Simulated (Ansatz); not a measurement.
**Ligand exchange: Cl2 + C4H9I → ICl + C4H9Cl**

Species: Cl2 (chlorine), singlet; C4H9I (tert-butyl iodide) `CC(C)(C)I`, singlet; ICl (iodine monochloride), singlet; C4H9Cl (2-chloro-2-methylpropane) `CC(C)(C)Cl`, singlet. The partners trade Cl for I: Cl–Cl and C–I bonds give way to Cl–I and C–Cl.

Shapes, held fixed at every level: PBE0-D4/def2-TZVP. Programs: Ansatz 0.2.0. The zero-point and thermal change to 298 K, harmonic and unscaled (PBE0-D4/def2-TZVP), is +1.0 kJ/mol.

**The experiment to reproduce.** Tabulated heats of formation (Active Thermochemical Tables, CRC Handbook of Chemistry and Physics): Cl2 0.0 (ATcT); C4H9I -72.1 (CRC); ICl +17.4 (ATcT); C4H9Cl -182.2 (CRC) kJ/mol, which give ΔH(298 K) = -92.7 kJ/mol.

| level | kind | ΔH (kJ/mol) | computed − measured |
| --- | --- | --- | --- |
| HF/def2-SVP | Hartree–Fock | -110.0 | -17.3 |
| SPW92/def2-TZVPP | LDA | -83.9 | +8.8 |
| r2SCAN0-D4/def2-TZVPP | global hybrid | -92.0 | +0.7 |
| wB97M-V/def2-TZVPP | range-separated hybrid | -90.9 | +1.8 |
| MP2/def2-TZVPP | perturbation theory | -78.4 | +14.3 |
| CCSD/def2-TZVPP | coupled cluster or CI | -85.5 | +7.2 |
| CCSD(T)/def2-TZVPP | coupled cluster or CI | -81.9 | +10.8 |

Nearest: r2SCAN0-D4/def2-TZVPP (+0.7); farthest: HF/def2-SVP (-17.3). 4 of 7 levels lie within 10 kJ/mol. The heats of C4H9I, C4H9Cl come from older tables and can be uncertain by 10 kJ/mol or more. For atoms past krypton def2 sets carry core potentials with scalar relativity. Correlated rows may include outer-core shells of I, which these sets cover unevenly.

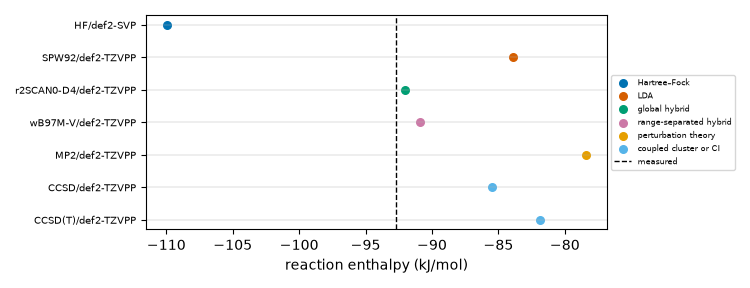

The values of the table, level by level.
